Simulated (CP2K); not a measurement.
**AM1 run of HS− (hydrosulfide)**

Aim: the energy change on altering one bond length of HS− (hydrosulfide) at AM1, from 2 runs. 

The results are computed with CP2K 2026.2.

3 further runs of the same task are left out: 3 that didn't finish.

### Step 1. The molecule

The species is HS− (2 atoms), meant as a singlet with charge -1. SMILES: `[SH-]`. Geometry: relaxed at PBE0-D4/def2-TZVPD.

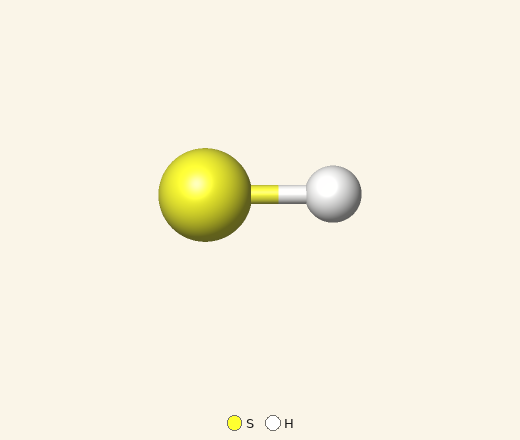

Viewed from a chosen angle; sulfur yellow, hydrogen white.

### Step 2. Energy and gradient at AM1

molecule.xyz reads:

```xyz
2

S      0.574700    -0.187900     0.295500
H     -0.574700     0.187900    -0.295500
```

mol.inp reads:

```
&GLOBAL
  PROJECT mol
  RUN_TYPE ENERGY_FORCE
  PRINT_LEVEL MEDIUM
&END GLOBAL
&FORCE_EVAL
  METHOD Quickstep
  &DFT
    CHARGE -1
    # Quickstep
    &QS
      METHOD AM1
      EPS_DEFAULT 1.0E-10
      &SE
        &COULOMB
          CUTOFF [angstrom] 50
          RC_RANGE [angstrom] 0
        &END COULOMB
        &EXCHANGE
          CUTOFF [angstrom] 50
          RC_RANGE [angstrom] 0
        &END EXCHANGE
      &END SE
    &END QS
    &POISSON
      PERIODIC NONE
      POISSON_SOLVER ANALYTIC
    &END POISSON
    # self-consistent field
    &SCF
      SCF_GUESS ATOMIC
      EPS_SCF 1.0E-06
      MAX_SCF 150
      ADDED_MOS 2
      &DIAGONALIZATION
        ALGORITHM STANDARD
      &END DIAGONALIZATION
      &MIXING
        METHOD DIRECT_P_MIXING
        ALPHA 0.4
      &END MIXING
    &END SCF
    # extra output
    &PRINT
      &MOMENTS
        PERIODIC F
        REFERENCE COM
        MAX_MOMENT 1
      &END MOMENTS
      &MO ON
        ENERGIES T
        OCCUPATION_NUMBERS T
        NDIGITS 6
        &EACH
          QS_SCF 0
        &END EACH
        ADD_LAST NUMERIC
      &END MO
      &HIRSHFELD OFF
      &END HIRSHFELD
    &END PRINT
  &END DFT
  &SUBSYS
    # box in angstrom
    &CELL
      ABC 11.1 10.4 10.6
      PERIODIC NONE
    &END CELL
    &TOPOLOGY
      COORD_FILE_NAME molecule.xyz
      COORD_FILE_FORMAT XYZ
      &CENTER_COORDINATES
      &END CENTER_COORDINATES
    &END TOPOLOGY
  &END SUBSYS
  &PRINT
    &FORCES ON
    &END FORCES
  &END PRINT
&END FORCE_EVAL
```

Run with:

```bash
$ OMP_NUM_THREADS=1 cp2k.psmp -i mol.inp -o mol.out
```

Output, cut to the lines that bear on the results:

```text
CP2K| version string:                                       CP2K version 2026.2
[...]
 GLOBAL| Method name                                                        CP2K
[...]
 GLOBAL| Run type                                                   ENERGY_FORCE
[...]
 *** WARNING in qs_environment.F:2210 :: More added MOs requested than     ***
 *** available. The full set of unoccupied MOs will be used. Use           ***
 *** 'ADDED_MOS -1' to always use all available MOs and to get rid of this ***
[...]
                             - Atoms:                                          2
[...]
                             - Spherical basis functions:                      5
[...]
 Number of electrons:                                                          8
[...]
     1 P_Mix/Diag. 0.40E+00    0.0     0.77288739        -7.0991467780 -7.10E+00
[...]
    12 DIIS/Diag.  0.11E-09    0.0     6.1701E-10        -7.6721897916 -3.21E-10
  *** SCF run converged in    12 steps ***
  Core-core repulsion energy [eV]:                             51.11827584123286
  Core Hamiltonian energy [eV]:                              -378.32944078959258
  Two-electron integral energy [eV]:                          236.88052701660493
  Electronic energy [eV]:                                    -259.88917728129013
  Total energy [eV]:                                         -208.77090144005726
  Atomic reference energy [eV]:                               208.26735267343577
  Heat of formation [kcal/mol]:                               -11.61211133839407
[...]
 SE_DIPOLE| Moment [Debye]          1.37968267      -0.45109165       0.70940704
 SE_DIPOLE| Derivative [a.u.]       0.00000000       0.00000000       0.00000000
 ENERGY| Total FORCE_EVAL ( QS ) energy [hartree]             -7.672189791617530
 FORCES| Atomic forces [hartree/bohr]
 FORCES|   Atom     x               y               z               |f|
 FORCES|      1 -9.78389943E-03  3.19887716E-03 -5.03069825E-03   1.14571126E-02
 FORCES|      2  9.78389943E-03 -3.19887716E-03  5.03069825E-03   1.14571126E-02
 FORCES| Sum     0.00000000E+00  0.00000000E+00  0.00000000E+00
 FORCES| Total atomic force                                       0.00000000E+00
[...]
```

Wall time 0.2 s (1 thread of Arm Neoverse V2, shared host).

### Step 3. The distorted shape at the same level

molecule.xyz reads:

```xyz
2

S      0.977028    -0.319442     0.502370
H     -0.574700     0.187900    -0.295500
```

calc.inp reads:

```
&GLOBAL
  PROJECT calc
  RUN_TYPE ENERGY_FORCE
  PRINT_LEVEL MEDIUM
&END

&FORCE_EVAL
  METHOD QUICKSTEP
  &DFT
    CHARGE -1
    &QS
      METHOD AM1
      EPS_DEFAULT 1.0E-10
      &SE
        &COULOMB
          CUTOFF [angstrom] 50
          RC_RANGE [angstrom] 0
        &END
        &EXCHANGE
          CUTOFF [angstrom] 50
          RC_RANGE [angstrom] 0
        &END
      &END
    &END
    &POISSON
      PERIODIC NONE
      POISSON_SOLVER ANALYTIC
    &END
    ! self-consistent field
    &SCF
      SCF_GUESS ATOMIC
      EPS_SCF 1.0E-06
      MAX_SCF 150
      ADDED_MOS 2
      &DIAGONALIZATION
        ALGORITHM STANDARD
      &END
      &MIXING
        METHOD DIRECT_P_MIXING
        ALPHA 0.4
      &END
    &END
    ! extra output
    &PRINT
      &MOMENTS
        PERIODIC F
        REFERENCE COM
        MAX_MOMENT 1
      &END
      &MO ON
        ENERGIES T
        OCCUPATION_NUMBERS T
        NDIGITS 6
        &EACH
          QS_SCF 0
        &END
        ADD_LAST NUMERIC
      &END
      &HIRSHFELD OFF
      &END
    &END
  &END
  &SUBSYS
    ! vacuum box
    &CELL
      ABC 11.6 10.5 10.8
      PERIODIC NONE
    &END
    &TOPOLOGY
      COORD_FILE_NAME molecule.xyz
      COORD_FILE_FORMAT XYZ
      &CENTER_COORDINATES
      &END
    &END
  &END
  &PRINT
    &FORCES ON
    &END
  &END
&END
```

Run with:

```bash
$ OMP_NUM_THREADS=1 cp2k.psmp -i calc.inp -o calc.out
```

Output, cut to the lines that bear on the results:

```text
CP2K| version string:                                       CP2K version 2026.2
[...]
 GLOBAL| Method name                                                        CP2K
[...]
 GLOBAL| Run type                                                   ENERGY_FORCE
[...]
 *** WARNING in qs_environment.F:2210 :: More added MOs requested than     ***
 *** available. The full set of unoccupied MOs will be used. Use           ***
 *** 'ADDED_MOS -1' to always use all available MOs and to get rid of this ***
[...]
                             - Atoms:                                          2
[...]
                             - Spherical basis functions:                      5
[...]
 Number of electrons:                                                          8
[...]
     1 P_Mix/Diag. 0.40E+00    0.0     0.72391417        -7.1737569549 -7.17E+00
[...]
    12 DIIS/Diag.  0.37E-07    0.0     0.00000014        -7.6162295835 -3.09E-12
  *** SCF run converged in    12 steps ***
  Core-core repulsion energy [eV]:                             40.65021725422267
  Core Hamiltonian energy [eV]:                              -375.77209393675622
  Two-electron integral energy [eV]:                          255.74745989230877
  Electronic energy [eV]:                                    -247.89836399060178
  Total energy [eV]:                                         -207.24814673637917
  Atomic reference energy [eV]:                               208.26735267343577
  Heat of formation [kcal/mol]:                                23.50344912422341
[...]
 SE_DIPOLE| Moment [Debye]          1.27051946      -0.41540005       0.65327774
 SE_DIPOLE| Derivative [a.u.]       0.00000000       0.00000000       0.00000000
 ENERGY| Total FORCE_EVAL ( QS ) energy [hartree]             -7.616229583503708
 FORCES| Atomic forces [hartree/bohr]
 FORCES|   Atom     x               y               z               |f|
 FORCES|      1 -8.43417466E-02  2.75757803E-02 -4.33669750E-02   9.87656236E-02
 FORCES|      2  8.43417466E-02 -2.75757803E-02  4.33669750E-02   9.87656236E-02
 FORCES| Sum     0.00000000E+00  0.00000000E+00  0.00000000E+00
 FORCES| Total atomic force                                       0.00000000E+00
[...]
```

It took 0.18 s on 1 thread of Arm Neoverse V2, shared host.

### Step 4. Summary of results

At AM1:

| quantity | value |
| --- | --- |
| first shape: total energy | -7.67219 Eh |
| first shape: HOMO energy | -2.25 eV |
| first shape: LUMO energy | 8.52 eV |
| first shape: HOMO–LUMO gap | 10.77 eV |
| first shape: heat of formation at this unrelaxed shape | -11.6 kcal/mol |
| first shape: largest force on an atom | 0.589 eV/Å |
| distorted shape: total energy | -7.61623 Eh |
| distorted shape: HOMO energy | -2.17 eV |
| distorted shape: LUMO energy | 6.43 eV |
| distorted shape: HOMO–LUMO gap | 8.61 eV |
| distorted shape: heat of formation at this unrelaxed shape | 23.5 kcal/mol |
| distorted shape: largest force on an atom | 5.079 eV/Å |
| energy change with the S1–H2 bond stretched from 1.346 to 1.817 Å | 1.523 eV |

In words: With the S1–H2 bond stretched from 1.346 to 1.817 Å the energy rises by 1.52 eV (147 kJ/mol). The first shape isn't relaxed at this level, so the change isn't measured from a minimum. The largest force (first shape) is 0.59 eV/Å: the shape isn't a stationary point for this species at this level.
